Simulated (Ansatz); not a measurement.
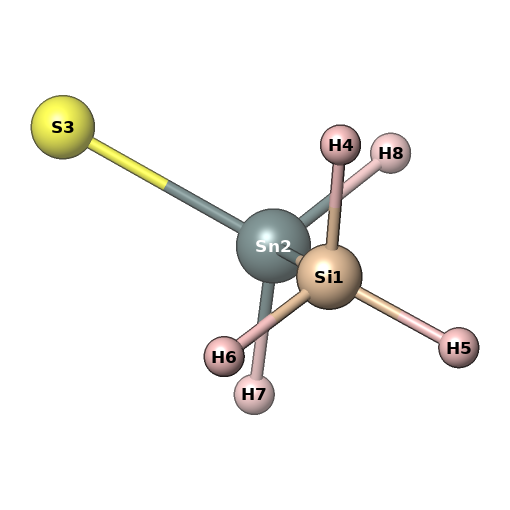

Sn2 lies behind Si1. The molecule seen a little off the Si1–Sn2 bond, Si1 in front. Distant atoms are faded towards the background colour. The geometry was computed by an optimisation with PBE-D4/def2-SVP. No frequency run is at hand to confirm it as a minimum.

What is the torsion angle H4–Si1–Sn2–S3? The sign is positive where the front bond must turn clockwise to cover the back bond.

Answer. −60°, synclinal (gauche). The bonds about Si1–Sn2 are staggered.
